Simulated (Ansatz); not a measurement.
**ClGaH2: reaction (reductive elimination)**

Aim: the minimum-energy path and barrier of the reaction (reductive elimination). The ends are relaxed first, then joined by a nudged elastic band. Meant to form: H2–Cl3; to break: Ga1–H2, Ga1–Cl3. The start is a guess near the saddle point, from which both ends are pulled out.

Method: RKS PBE-D4/def2-SVPD, in Ansatz 0.2.0.

**1. The system as given**

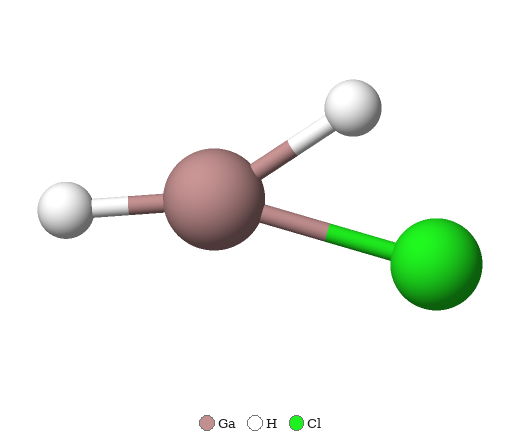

Start, viewed from a free direction; gallium pink, hydrogen white, chlorine green.

Structure file:

```xyz
4

Ga    0.0000    0.0000    0.0000
H     0.9098    0.0000    1.5183
Cl    2.4075    0.0000    0.3969
H    -1.3596    0.0000   -0.7850
```

**2. Pulling towards end A**

Springs on the bonds that form and break draw the guess towards this end; the thresholds are loose.

Contents of input.yaml:

```yaml
crystal:
  periodic: [false, false, false]
  atoms:
    - { symbol: Ga, position_ang: [0.0, 0.0, 0.0] }
    - { symbol: H, position_ang: [0.9098, 0.0, 1.5183] }
    - { symbol: Cl, position_ang: [2.4075, 0.0, 0.3969] }
    - { symbol: H, position_ang: [-1.3596, 0.0, -0.785] }
basis:
  gaussian: { orbitals: def2-SVPD }
hamiltonian:
  xc: pbe
  dispersion: d4
relax:
  f_tol: 0.15
  max_steps: 25
  restrain:
    - { distance: [1, 2], at: 2.57, k: 30.0 }
    - { distance: [0, 1], at: 1.57, k: 30.0 }
    - { distance: [0, 2], at: 2.24, k: 30.0 }
```

On the command line:

```bash
$ ansatz run input.yaml --threads 2 --pin off --max-ram 3072MiB --backend cpu --events-out ev --progress --plain --runs-dir out
```

Standard output, shortened:

```text
Warning: RAYON_NUM_THREADS=2 ignored (pool sized by the plan → 2); use --threads N
[...]
Functional definition: PBE
[...]
819 factors; their error is unknown
[...]
mean field -64907.99371624 eV, -2385.3247728536 hartree, gradient 1.1e-5 eV, S^2 0.000000; 0 other end points of the search recorded, 0 dependent functions left out
[...]
reference -64907.99375685 eV, -2385.3247743457 hartree; 25, 25 occupied and 56, 56 virtual orbitals, 819 factors
relax step   1: F+E_penalty+E_count = -64908.05355783 eV  Δ(F+E_penalty+E_count) = +0.000e0 eV  max|allowed force component| = 3.214e0 eV/Å  E_restraint = 8.52910523 eV  max|allowed force component, restraints' pulls added| = 2.228e1 eV/Å  Δτ_max = 0.0000 Å  (29 SCF iters, accepted)
[...]
  distance Ga 0 - H 1 = 1.5530 Å
  distance Ga 0 - Cl 2 = 2.2165 Å
819 factors; their error is unknown
[...]
mean field -64910.20275901 eV, -2385.4059536779 hartree, gradient 6.2e-5 eV, S^2 0.000000; 1 other end points of the search recorded, 0 dependent functions left out
[...]
reference -64910.20279780 eV, -2385.4059551034 hartree; 25, 25 occupied and 56, 56 virtual orbitals, 819 factors
Total energy: -64910.26557655 eV, -2385.4082621800 hartree
Atom 0 at     0.116790     0.000000     0.282904 Å, force     0.817706    -0.000000     0.365545 eV/Å
Atom 1 at     0.500710    -0.000000     1.787658 Å, force    -0.958894     0.000000     0.411834 eV/Å
Atom 2 at     2.298989    -0.000000    -0.105272 Å, force     0.137480    -0.000000    -0.765754 eV/Å
Atom 3 at    -0.958789    -0.000000    -0.835090 Å, force     0.003709     0.000000    -0.011625 eV/Å
Dipole moment:    -0.620791     0.000000     0.041052 e Å
```

It took 12 s on 2 threads of Intel Xeon Platinum 8259CL at 2.50GHz (Skylake/Cascade Lake), shared host; peak memory 0.16 GiB.

Relaxation path:

| step | energy from step 1 (eV) | largest force component (eV/Å) |
| --- | --- | --- |
| 1 | 0.0000 | 3.2140 |
| 2 | -0.9299 | 1.8947 |
| 3 | -1.6314 | 1.4247 |
| 4 | -2.1377 | 0.9667 |
| 5 | -2.2126 | 0.9746 |
| 6 | -2.2120 | 0.9589 |

Step 1 is the start. Energies and forces in the table leave out the springs, which the log lists apart; the run stops on the force with the springs' pull added.

After: Bond lengths: Ga1–H2 1.553 Å, Ga1–Cl3 2.216 Å, Ga1–H4 1.551 Å. Angles: H2–Ga1–Cl3 85.8°, H2–Ga1–H4 150.4°, Cl3–Ga1–H4 123.8°.

**3. End point A**

It starts where the restrained run ended.

Contents of input.yaml:

```yaml
crystal:
  periodic: [false, false, false]
  atoms:
    - { symbol: Ga, position_ang: [0.11679, 0.0, 0.282904] }
    - { symbol: H, position_ang: [0.50071, 0.0, 1.787658] }
    - { symbol: Cl, position_ang: [2.298989, 0.0, -0.105272] }
    - { symbol: H, position_ang: [-0.958789, 0.0, -0.83509] }
basis:
  gaussian: { orbitals: def2-SVPD }
hamiltonian:
  xc: pbe
  dispersion: d4
relax:
  f_tol: 0.03
  max_steps: 50
output:
  orbitals: {}
```

On the command line:

```bash
$ ansatz run input.yaml --threads 2 --pin off --max-ram 3072MiB --backend cpu --events-out ev --progress --plain --runs-dir out
```

Standard output, shortened:

```text
Warning: RAYON_NUM_THREADS=2 ignored (pool sized by the plan → 2); use --threads N
[...]
[... 1 set-up line as earlier in the session ...]
[...]
819 factors; their error is unknown
[...]
mean field -64910.20276627 eV, -2385.4059539448 hartree, gradient 2.9e-5 eV, S^2 0.000000; 0 other end points of the search recorded, 0 dependent functions left out
[...]
reference -64910.20280508 eV, -2385.4059553709 hartree; 25, 25 occupied and 56, 56 virtual orbitals, 819 factors
[...]
Total energy: -64910.63688862 eV, -2385.4219076467 hartree
Atom 0 at     0.277948    -0.000000     0.360210 Å, force     0.005369    -0.000000    -0.000907 eV/Å
Atom 1 at     0.166575     0.000000     1.919656 Å, force    -0.001620     0.000000     0.010502 eV/Å
Atom 2 at     2.331154     0.000000    -0.394928 Å, force     0.004037     0.000000    -0.001982 eV/Å
Atom 3 at    -0.817977     0.000000    -0.754738 Å, force    -0.007785     0.000000    -0.007613 eV/Å
Dipole moment:    -0.422085     0.000000     0.155115 e Å
```

It took 10 s on 2 threads of Intel Xeon Platinum 8259CL at 2.50GHz (Skylake/Cascade Lake), shared host; peak memory 0.16 GiB.

Relaxation path:

| step | energy from step 1 (eV) | largest force component (eV/Å) |
| --- | --- | --- |
| 1 | 0.0000 | 0.9589 |
| 2 | -0.2785 | 0.7412 |
| 3 | -0.3618 | 0.3595 |
| 4x | -0.3589 | 0.5758 |
| 5 | -0.3713 | 0.0105 |

Step 1 is the start. 1 step was tried and not accepted (marked x).

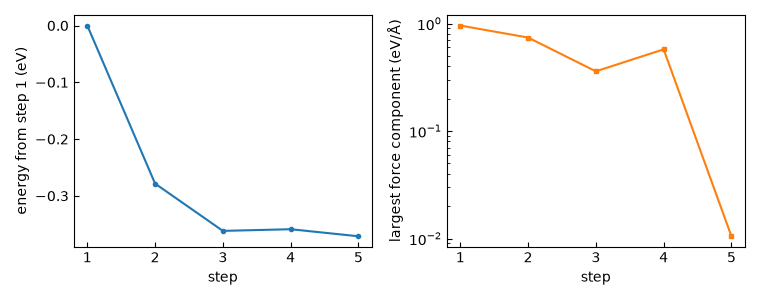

Energy and largest force along the relaxation.

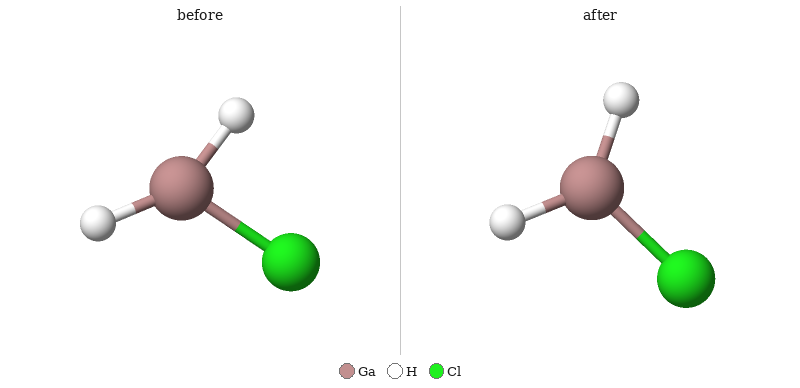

The structure before (left) and after (right), drawn at the same scale.

After: Bond lengths: Ga1–H2 1.563 Å, Ga1–Cl3 2.188 Å, Ga1–H4 1.563 Å. Angles: H2–Ga1–Cl3 114.3°, H2–Ga1–H4 131.4°, Cl3–Ga1–H4 114.3°.

**4. A restrained relaxation towards end B**

Springs on the bonds that form and break draw the guess towards this end; the thresholds are loose.

Contents of input.yaml:

```yaml
crystal:
  periodic: [false, false, false]
  atoms:
    - { symbol: Ga, position_ang: [0.0, 0.0, 0.0] }
    - { symbol: H, position_ang: [0.9098, 0.0, 1.5183] }
    - { symbol: Cl, position_ang: [2.4075, 0.0, 0.3969] }
    - { symbol: H, position_ang: [-1.3596, 0.0, -0.785] }
basis:
  gaussian: { orbitals: def2-SVPD }
hamiltonian:
  xc: pbe
  dispersion: d4
relax:
  f_tol: 0.15
  max_steps: 25
  restrain:
    - { distance: [1, 2], at: 1.37, k: 30.0 }
    - { distance: [0, 1], at: 2.77, k: 30.0 }
    - { distance: [0, 2], at: 3.44, k: 30.0 }
```

On the command line:

```bash
$ ansatz run input.yaml --threads 2 --pin off --max-ram 3072MiB --backend cpu --events-out ev --progress --plain --runs-dir out
```

Standard output:

```text
Warning: RAYON_NUM_THREADS=2 ignored (pool sized by the plan → 2); use --threads N
The last accepted step is kept in <dir> (removed where the run ends without a failure and the disk answers)
Engine: ansatz 0.2.0, x86_64-unknown-linux-gnu
[... 1 set-up line as earlier in the session ...]
  parameter kappa = 0.804
  parameter beta = 0.06672455060314922
  exchange = pbe_x(kappa = kappa, mu = beta*pi^2/3)
  correlation = pbe_c(beta = beta)
819 factors; their error is unknown
mean field evaluation 1: about -64905.2334 eV, gradient 3.7e1 eV
mean field evaluation 2: about -64863.0790 eV, gradient 1.2e2 eV
mean field evaluation 4: about -64907.6202 eV, gradient 1.1e1 eV
mean field evaluation 8: about -64908.0188 eV, gradient 1.9e-1 eV
mean field evaluation 16: about -64907.9937 eV, gradient 1.1e-5 eV
mean field -64907.99371624 eV, -2385.3247728536 hartree, gradient 1.1e-5 eV, S^2 0.000000; 0 other end points of the search recorded, 0 dependent functions left out
the calculation of the forces begins
reference -64907.99375685 eV, -2385.3247743457 hartree; 25, 25 occupied and 56, 56 virtual orbitals, 819 factors
relax step   1: F+E_penalty+E_count = -64908.05355783 eV  Δ(F+E_penalty+E_count) = +0.000e0 eV  max|allowed force component| = 3.214e0 eV/Å  E_restraint = 33.76450987 eV  max|allowed force component, restraints' pulls added| = 4.404e1 eV/Å  Δτ_max = 0.0000 Å  (29 SCF iters, accepted)
  distance H 1 - Cl 2 = 1.8710 Å
  distance Ga 0 - H 1 = 1.7700 Å
  distance Ga 0 - Cl 2 = 2.4400 Å
these checks for a lower state are left out or cut short: starts, cluster_reference, orbital_swaps, neighbouring_geometries, increment
819 factors; their error is unknown
mean field -64906.95624902 eV, -2385.2866466362 hartree, gradient 2.3e-5 eV, S^2 0.000000; 0 other end points of the search recorded, 0 dependent functions left out
the calculation of the forces begins
reference -64906.95628990 eV, -2385.2866481389 hartree; 25, 25 occupied and 56, 56 virtual orbitals, 819 factors
relax step   2: F+E_penalty+E_count = -64907.02000349 eV  Δ(F+E_penalty+E_count) = +1.034e0 eV  max|allowed force component| = 5.104e0 eV/Å  E_restraint = 19.25851123 eV  max|allowed force component, restraints' pulls added| = 3.060e1 eV/Å  Δτ_max = 0.1917 Å  (37 SCF iters, accepted)
  distance H 1 - Cl 2 = 1.8278 Å
  distance Ga 0 - H 1 = 2.0488 Å
  distance Ga 0 - Cl 2 = 2.6955 Å
these checks for a lower state are left out or cut short: starts, cluster_reference, orbital_swaps, neighbouring_geometries, increment
819 factors; their error is unknown
mean field evaluation 32: about -64906.1226 eV, gradient 3.5e-4 eV
mean field -64906.12263310 eV, -2385.2560118165 hartree, gradient 1.0e-5 eV, S^2 0.000000; 0 other end points of the search recorded, 0 dependent functions left out
the calculation of the forces begins
reference -64906.12267496 eV, -2385.2560133547 hartree; 25, 25 occupied and 56, 56 virtual orbitals, 819 factors
relax step   3: F+E_penalty+E_count = -64906.19221927 eV  Δ(F+E_penalty+E_count) = +8.278e-1 eV  max|allowed force component| = 7.319e0 eV/Å  E_restraint = 7.53508695 eV  max|allowed force component, restraints' pulls added| = 1.711e1 eV/Å  Δτ_max = 0.1947 Å  (36 SCF iters, accepted)
  distance H 1 - Cl 2 = 1.6895 Å
  distance Ga 0 - H 1 = 2.3414 Å
  distance Ga 0 - Cl 2 = 2.9747 Å
these checks for a lower state are left out or cut short: starts, cluster_reference, orbital_swaps, neighbouring_geometries, increment
819 factors; their error is unknown
mean field -64906.85785896 eV, -2385.2830308685 hartree, gradient 6.1e-6 eV, S^2 0.000000; 0 other end points of the search recorded, 0 dependent functions left out
the calculation of the forces begins
reference -64906.85790209 eV, -2385.2830324532 hartree; 25, 25 occupied and 56, 56 virtual orbitals, 819 factors
relax step   4: F+E_penalty+E_count = -64906.92227137 eV  Δ(F+E_penalty+E_count) = -7.301e-1 eV  max|allowed force component| = 6.925e0 eV/Å  E_restraint = 1.55154614 eV  max|allowed force component, restraints' pulls added| = 8.879e0 eV/Å  Δτ_max = 0.1950 Å  (36 SCF iters, accepted)
  distance H 1 - Cl 2 = 1.4972 Å
  distance Ga 0 - H 1 = 2.5885 Å
  distance Ga 0 - Cl 2 = 3.2069 Å
these checks for a lower state are left out or cut short: starts, cluster_reference, orbital_swaps, neighbouring_geometries, increment
819 factors; their error is unknown
mean field -64908.16864885 eV, -2385.3312015083 hartree, gradient 4.2e-6 eV, S^2 0.000000; 0 other end points of the search recorded, 0 dependent functions left out
the calculation of the forces begins
reference -64908.16869299 eV, -2385.3312031304 hartree; 25, 25 occupied and 56, 56 virtual orbitals, 819 factors
relax step   5: F+E_penalty+E_count = -64908.23058191 eV  Δ(F+E_penalty+E_count) = -1.308e0 eV  max|allowed force component| = 2.448e0 eV/Å  E_restraint = 0.27983608 eV  max|allowed force component, restraints' pulls added| = 3.340e0 eV/Å  Δτ_max = 0.1949 Å  (34 SCF iters, accepted)
  distance H 1 - Cl 2 = 1.3917 Å
  distance Ga 0 - H 1 = 2.7014 Å
  distance Ga 0 - Cl 2 = 3.3239 Å
these checks for a lower state are left out or cut short: starts, cluster_reference, orbital_swaps, neighbouring_geometries, increment
819 factors; their error is unknown
mean field -64908.64936753 eV, -2385.3488675940 hartree, gradient 5.0e-6 eV, S^2 0.000000; 0 other end points of the search recorded, 0 dependent functions left out
the calculation of the forces begins
reference -64908.64941342 eV, -2385.3488692806 hartree; 25, 25 occupied and 56, 56 virtual orbitals, 819 factors
relax step   6: F+E_penalty+E_count = -64908.70896995 eV  Δ(F+E_penalty+E_count) = -4.784e-1 eV  max|allowed force component| = 5.291e-1 eV/Å  E_restraint = 0.03290674 eV  max|allowed force component, restraints' pulls added| = 1.116e0 eV/Å  Δτ_max = 0.1963 Å  (32 SCF iters, accepted)
  distance H 1 - Cl 2 = 1.3325 Å
  distance Ga 0 - H 1 = 2.7847 Å
  distance Ga 0 - Cl 2 = 3.4640 Å
these checks for a lower state are left out or cut short: starts, cluster_reference, orbital_swaps, neighbouring_geometries, increment
819 factors; their error is unknown
mean field evaluation 64: about -64908.5833 eV, gradient 1.7e1 eV
mean field -64908.69001797 eV, -2385.3503614702 hartree, gradient 4.8e-6 eV, S^2 0.000000; 0 other end points of the search recorded, 0 dependent functions left out
the calculation of the forces begins
reference -64908.69006443 eV, -2385.3503631775 hartree; 25, 25 occupied and 56, 56 virtual orbitals, 819 factors
relax step   7: F+E_penalty+E_count = -64908.74952249 eV  Δ(F+E_penalty+E_count) = -4.055e-2 eV  max|allowed force component| = 7.328e-1 eV/Å  E_restraint = 0.06150972 eV  max|allowed force component, restraints' pulls added| = 2.116e0 eV/Å  Δτ_max = 0.1972 Å  (32 SCF iters, accepted)
  distance H 1 - Cl 2 = 1.3489 Å
  distance Ga 0 - H 1 = 2.8015 Å
  distance Ga 0 - Cl 2 = 3.4916 Å
these checks for a lower state are left out or cut short: starts, cluster_reference, orbital_swaps, neighbouring_geometries, increment
819 factors; their error is unknown
mean field -64908.71984176 eV, -2385.3514574741 hartree, gradient 4.9e-6 eV, S^2 0.000000; 0 other end points of the search recorded, 0 dependent functions left out
the calculation of the forces begins
reference -64908.71988757 eV, -2385.3514591578 hartree; 25, 25 occupied and 56, 56 virtual orbitals, 819 factors
relax step   8: F+E_penalty+E_count = -64908.78012036 eV  Δ(F+E_penalty+E_count) = -3.060e-2 eV  max|allowed force component| = 6.199e-1 eV/Å  E_restraint = 0.01781420 eV  max|allowed force component, restraints' pulls added| = 7.774e-1 eV/Å  Δτ_max = 0.2000 Å  (32 SCF iters, accepted)
  distance H 1 - Cl 2 = 1.3433 Å
  distance Ga 0 - H 1 = 2.7740 Å
  distance Ga 0 - Cl 2 = 3.4615 Å
these checks for a lower state are left out or cut short: starts, cluster_reference, orbital_swaps, neighbouring_geometries, increment
819 factors; their error is unknown
mean field -64908.72649077 eV, -2385.3517018208 hartree, gradient 7.4e-6 eV, S^2 0.000000; 0 other end points of the search recorded, 0 dependent functions left out
the calculation of the forces begins
reference -64908.72653647 eV, -2385.3517035003 hartree; 25, 25 occupied and 56, 56 virtual orbitals, 819 factors
relax step   9: F+E_penalty+E_count = -64908.78744614 eV  Δ(F+E_penalty+E_count) = -7.326e-3 eV  max|allowed force component| = 6.159e-1 eV/Å  E_restraint = 0.01079164 eV  max|allowed force component, restraints' pulls added| = 4.721e-2 eV/Å  Δτ_max = 0.1339 Å  (28 SCF iters, accepted)
  distance H 1 - Cl 2 = 1.3439 Å
  distance Ga 0 - H 1 = 2.7645 Å
  distance Ga 0 - Cl 2 = 3.4430 Å
819 factors; their error is unknown
mean field evaluation 96: about -64908.7526 eV, gradient 1.9e-1 eV
mean field -64908.72649077 eV, -2385.3517018208 hartree, gradient 7.4e-6 eV, S^2 0.000000; 1 other end points of the search recorded, 0 dependent functions left out
the calculation of the forces begins
reference -64908.72653647 eV, -2385.3517035003 hartree; 25, 25 occupied and 56, 56 virtual orbitals, 819 factors
Total energy: -64908.78749184 eV, -2385.3539435686 hartree
Atom 0 at    -0.883873     0.000000     0.319673 Å, force     0.063391    -0.000000     0.046092 eV/Å
Atom 1 at     1.598040    -0.000000     1.537373 Å, force     0.431033    -0.000000    -0.615927 eV/Å
Atom 2 at     2.548692     0.000000     0.587449 Å, force    -0.511351     0.000000     0.552441 eV/Å
Atom 3 at    -1.305159    -0.000000    -1.314295 Å, force     0.016927     0.000000     0.017394 eV/Å
Dipole moment:    -0.174096     0.000000     0.198156 e Å
```

It took 17 s on 2 threads of Intel Xeon Platinum 8259CL at 2.50GHz (Skylake/Cascade Lake), shared host; peak memory 0.16 GiB.

Step by step:

| step | energy from step 1 (eV) | largest force component (eV/Å) |
| --- | --- | --- |
| 1 | 0.0000 | 3.2140 |
| 2 | 1.0336 | 5.1037 |
| 3 | 1.8613 | 7.3195 |
| 4 | 1.1313 | 6.9250 |
| 5 | -0.1770 | 2.4483 |
| 6 | -0.6554 | 0.5291 |
| 7 | -0.6960 | 0.7328 |
| 8 | -0.7266 | 0.6199 |
| 9 | -0.7339 | 0.6159 |

Step 1 is the start. Energies and forces in the table leave out the springs, which the log lists apart; the run stops on the force with the springs' pull added.

After: Bond lengths: H2–Cl3 1.344 Å, Ga1–H4 1.687 Å.

Pairs that crossed the distance rule for bonds on the way: came closer H2–Cl3; moved apart Ga1–H2, Ga1–Cl3.

**5. End point B**

It starts where the restrained run ended.

Contents of input.yaml:

```yaml
crystal:
  periodic: [false, false, false]
  atoms:
    - { symbol: Ga, position_ang: [-0.883873, 0.0, 0.319673] }
    - { symbol: H, position_ang: [1.59804, 0.0, 1.537373] }
    - { symbol: Cl, position_ang: [2.548692, 0.0, 0.587449] }
    - { symbol: H, position_ang: [-1.305159, 0.0, -1.314295] }
basis:
  gaussian: { orbitals: def2-SVPD }
hamiltonian:
  xc: pbe
  dispersion: d4
relax:
  f_tol: 0.03
  max_steps: 50
```

On the command line:

```bash
$ ansatz run input.yaml --threads 2 --pin off --max-ram 3072MiB --backend cpu --events-out ev --progress --plain --runs-dir out
```

Standard output, shortened:

```text
Warning: RAYON_NUM_THREADS=2 ignored (pool sized by the plan → 2); use --threads N
[...]
[... 1 set-up line as earlier in the session ...]
[...]
819 factors; their error is unknown
[...]
mean field -64908.72649088 eV, -2385.3517018249 hartree, gradient 1.5e-5 eV, S^2 0.000000; 0 other end points of the search recorded, 0 dependent functions left out
[...]
reference -64908.72653657 eV, -2385.3517035040 hartree; 25, 25 occupied and 56, 56 virtual orbitals, 819 factors
[...]
Total energy: -64908.93590453 eV, -2385.3593976347 hartree
Atom 0 at    -0.484146     0.000000    -0.161200 Å, force    -0.002597     0.000000    -0.008575 eV/Å
Atom 1 at     1.583084    -0.000000     0.845907 Å, force     0.006324     0.000000     0.001676 eV/Å
Atom 2 at     2.813638     0.000000     1.403768 Å, force    -0.007059    -0.000000    -0.000137 eV/Å
Atom 3 at    -1.954875    -0.000000    -0.958275 Å, force     0.003331    -0.000000     0.007035 eV/Å
Dipole moment:    -0.504297    -0.000000    -0.230674 e Å
```

Wall time 23 s (2 threads of Intel Xeon Platinum 8259CL at 2.50GHz (Skylake/Cascade Lake), shared host); peak memory 0.16 GiB.

The steps of the relaxation:

| step | energy from step 1 (eV) | largest force component (eV/Å) |
| --- | --- | --- |
| 1 | 0.0000 | 0.6159 |
| 2 | -0.0392 | 0.3233 |
| 3 | -0.0620 | 0.4123 |
| 4 | -0.0739 | 0.0864 |
| 5 | -0.0783 | 0.1644 |
| 6 | -0.0858 | 0.2154 |
| 7 | -0.0905 | 0.6783 |
| 8 | -0.1148 | 0.5717 |
| 9 | -0.1415 | 0.0787 |
| 10x | -0.0886 | 0.9770 |
| 11 | -0.1430 | 0.1031 |
| 12 | -0.1449 | 0.1393 |
| 13 | -0.1484 | 0.0086 |

Step 1 is the start. 1 step was tried and not accepted (marked x).

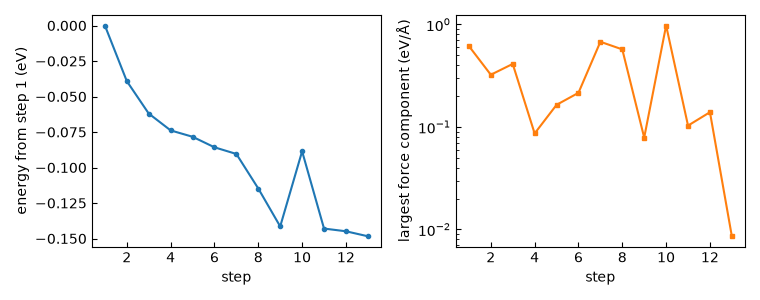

Energy and largest force along the relaxation.

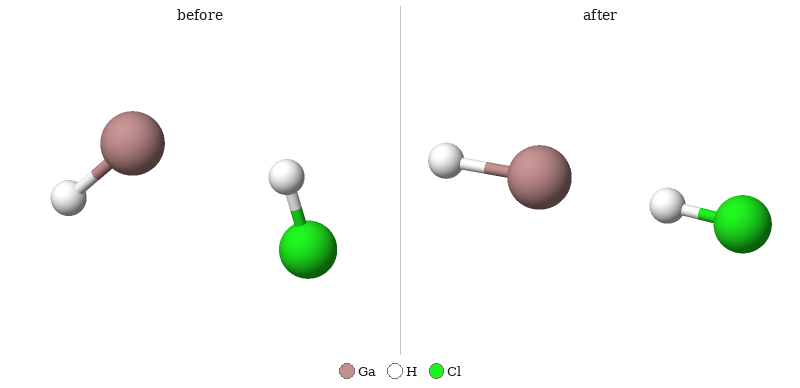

The structure before (left) and after (right), drawn at the same scale.

After: Bond lengths: H2–Cl3 1.351 Å, Ga1–H4 1.673 Å.

(Part 1 of 3 ends here.)
